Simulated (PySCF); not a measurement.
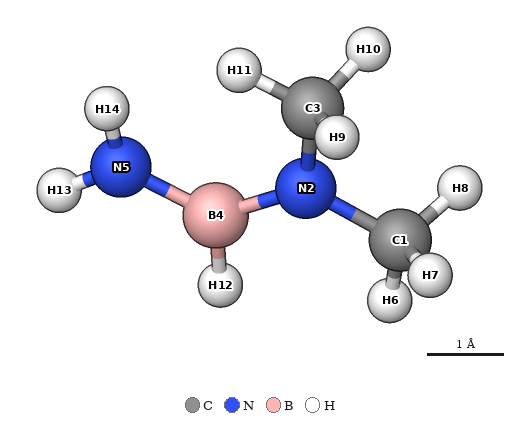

The structure as given in the input (ball-and-stick view, seen at a tilt; atoms are numbered from 1 in the order of the input). Bond lengths as drawn: B–H 1.21 Å, B–N 1.41 to 1.42 Å, C–H 1.10 to 1.11 Å, C–N 1.44 Å and H–N 1.01 Å.

# Two runs on C2H9BN2

System: C2H9BN2, SMILES CN(C)BN.
Method of the first run: GIAO PBE0/6-31G* NMR shielding, non-relativistic, gas phase (PySCF 2.14.0).

The geometry comes from this level: PBE0-D3(BJ)/def2-SVP. Text and figures count atoms from 1; the logs count them from 0 in places.

**Input file, the first run**
```
{"job": {"kind": "nmr", "xc": "PBE0", "basis": "6-31G*", "pop": true}, "charge": 0, "multiplicity": 1}
C     -1.369869    -1.054164     0.043768
N     -0.279832    -0.147044     0.280519
C     -0.676342     1.084592     0.903234
B      1.053385    -0.470183    -0.079734
N      2.166867     0.370644     0.135047
H     -1.000735    -1.968220    -0.439330
H     -2.141899    -0.607171    -0.612546
H     -1.875673    -1.344361     0.985309
H     -1.402125     1.643837     0.281567
H     -1.157823     0.911874     1.885035
H      0.185482     1.744192     1.072499
H      1.249811    -1.544473    -0.607473
H      3.091259     0.089408    -0.153812
H      2.137218     1.286823     0.559323
```

The first line tells a small driver script what to run in PySCF; the rest is the geometry in Å.

Command:
```bash
OMP_NUM_THREADS=1 python <driver script> task.json out
```

Hardware: 1 CPU thread, shared host.

**Output (the first run)**
```
coarse grid: 10968 points
cycle   1  E = -215.7699499596  dE =  3.766e-01  |g| = 4.434e-01  |ddm| = 3.182e+00
cycle   2  E = -215.7629464160  dE =  7.004e-03  |g| = 4.929e-01  |ddm| = 8.903e-01
cycle   3  E = -215.8197630296  dE = -5.682e-02  |g| = 5.419e-02  |ddm| = 4.713e-01
cycle   4  E = -215.8203794281  dE = -6.164e-04  |g| = 1.641e-02  |ddm| = 5.143e-02
cycle   5  E = -215.8204443559  dE = -6.493e-05  |g| = 3.117e-03  |ddm| = 1.454e-02
cycle   6  E = -215.8204459478  dE = -1.592e-06  |g| = 1.554e-03  |ddm| = 3.095e-03
final grid: 103960 points
cycle   7  E = -215.7780143921  dE = -1.831e-05  |g| = 8.860e-03  |ddm| = 1.855e-02
cycle   8  E = -215.7780067020  dE =  7.690e-06  |g| = 1.082e-02  |ddm| = 1.584e-02
cycle   9  E = -215.7780333993  dE = -2.670e-05  |g| = 7.270e-04  |ddm| = 8.158e-03
cycle  10  E = -215.7780335286  dE = -1.294e-07  |g| = 1.598e-04  |ddm| = 6.976e-04
cycle  11  E = -215.7780335336  dE = -4.921e-09  |g| = 6.701e-05  |ddm| = 1.712e-04
cycle  12  E = -215.7780335346  dE = -9.889e-10  |g| = 1.927e-05  |ddm| = 6.302e-05
converged SCF energy = -215.7780335346

GIAO shielding tensors (ppm)
atom      isotropic    diamagn.    paramagn.     s11        s22        s33       span
  0 C      152.181     245.441     -93.260    129.459    135.516    191.569     62.110
  1 N      202.812     313.729    -110.917    137.127    232.906    238.402    101.275
  2 C      159.989     246.305     -86.316    137.974    151.949    190.043     52.069
  3 B       91.447     199.782    -108.336     64.815     94.416    115.109     50.294
  4 N      207.112     320.029    -112.917    157.170    228.521    235.646     78.476
  5 H       28.969      29.596      -0.627     25.006     27.921     33.981      8.975
  6 H       29.540      29.319       0.221     25.789     27.395     35.437      9.647
  7 H       29.531      29.078       0.454     25.751     27.405     35.438      9.687
  8 H       29.785      29.634       0.151     26.009     27.452     35.895      9.887
  9 H       29.795      29.381       0.414     26.038     27.462     35.887      9.849
 10 H       29.345      31.292      -1.947     24.225     30.158     33.652      9.428
 11 H       27.622      31.871      -4.249     25.145     28.478     29.241      4.096
 12 H       30.072      29.371       0.701     24.377     27.029     38.811     14.434
 13 H       30.421      31.152      -0.730     24.073     29.649     37.543     13.470
```

For the second run the input was changed thus:
```diff
-"basis": "6-31G*"
+"basis": "aug-cc-pVDZ"
```

Predict how the results change.

The total energy of the second run is 23.0 kcal/mol lower, which measures the change of basis and not a stability. The HOMO goes from −5.92 to −6.23 eV. The LUMO goes from 2.49 to −0.12 eV. The dipole moment goes from 1.33 to 1.17 D. Of all shieldings, the largest change is that of B4, by −6.0 ppm. Diffuse functions give room to the loosely bound empty orbitals, which lowers the LUMO. The number of SCF iterations is the same. The basis functions go from 88 to 196.

**Output (the second run)**
```
coarse grid: 10968 points
cycle   1  E = -215.7567036097  dE =  3.894e-01  |g| = 4.295e-01  |ddm| = 8.258e+00
cycle   2  E = -215.7371981513  dE =  1.951e-02  |g| = 5.307e-01  |ddm| = 1.735e+00
cycle   3  E = -215.8041611650  dE = -6.696e-02  |g| = 5.329e-02  |ddm| = 8.239e-01
cycle   4  E = -215.8047444783  dE = -5.833e-04  |g| = 1.861e-02  |ddm| = 1.125e-01
cycle   5  E = -215.8048292633  dE = -8.479e-05  |g| = 2.710e-03  |ddm| = 4.255e-02
cycle   6  E = -215.8048306872  dE = -1.424e-06  |g| = 1.186e-03  |ddm| = 6.469e-03
final grid: 103960 points
cycle   7  E = -215.8146669359  dE = -2.657e-05  |g| = 8.896e-03  |ddm| = 1.465e-01
cycle   8  E = -215.8146567619  dE =  1.017e-05  |g| = 1.126e-02  |ddm| = 3.475e-02
cycle   9  E = -215.8146862106  dE = -2.945e-05  |g| = 8.318e-04  |ddm| = 1.720e-02
cycle  10  E = -215.8146863674  dE = -1.567e-07  |g| = 1.604e-04  |ddm| = 1.638e-03
cycle  11  E = -215.8146863727  dE = -5.331e-09  |g| = 4.202e-05  |ddm| = 3.822e-04
cycle  12  E = -215.8146863731  dE = -4.272e-10  |g| = 1.221e-05  |ddm| = 1.139e-04
converged SCF energy = -215.8146863731

GIAO shielding tensors (ppm)
atom      isotropic    diamagn.    paramagn.     s11        s22        s33       span
  0 C      152.916     204.961     -52.046    128.326    135.978    194.442     66.116
  1 N      199.016     271.653     -72.636    125.532    233.639    237.877    112.346
  2 C      161.971     205.211     -43.240    138.909    153.723    193.281     54.372
  3 B       85.442     218.012    -132.569     55.966     90.136    110.225     54.258
  4 N      211.760     277.190     -65.430    159.151    234.406    241.724     82.573
  5 H       28.187      30.949      -2.762     24.369     27.228     32.965      8.596
  6 H       28.765      25.168       3.597     25.001     26.537     34.758      9.757
  7 H       28.758      25.422       3.336     24.964     26.551     34.760      9.796
  8 H       29.053      23.769       5.284     25.076     26.735     35.349     10.273
  9 H       29.063      23.840       5.224     25.115     26.738     35.336     10.221
 10 H       28.520      31.804      -3.284     23.697     29.127     32.736      9.039
 11 H       27.131      26.292       0.838     24.532     28.034     28.826      4.295
 12 H       29.108      33.749      -4.641     23.693     26.184     37.447     13.755
 13 H       29.411      29.773      -0.362     23.492     28.444     36.298     12.806
```

**The two runs side by side**

| quantity | the first run | the second run |
| --- | --- | --- |
| outcome | converged | converged |
| total energy (hartree) | −215.778034 | −215.814686 |
| HOMO (eV) | −5.92 | −6.23 |
| LUMO (eV) | 2.49 | −0.12 |
| dipole moment (D) | 1.33 | 1.17 |
| shielding of N2 (ppm) | 202.8 | 199.0 |
| shielding of C3 (ppm) | 160.0 | 162.0 |
| shielding of B4 (ppm) | 91.4 | 85.4 |
| shielding of N5 (ppm) | 207.1 | 211.8 |
| shielding of H11 (ppm) | 29.3 | 28.5 |
| shielding of H13 (ppm) | 30.1 | 29.1 |
| shielding of H14 (ppm) | 30.4 | 29.4 |
| SCF iterations | 12 | 12 |
| basis functions | 88 | 196 |
| wall time (shared host) | 10 s | 28 s |
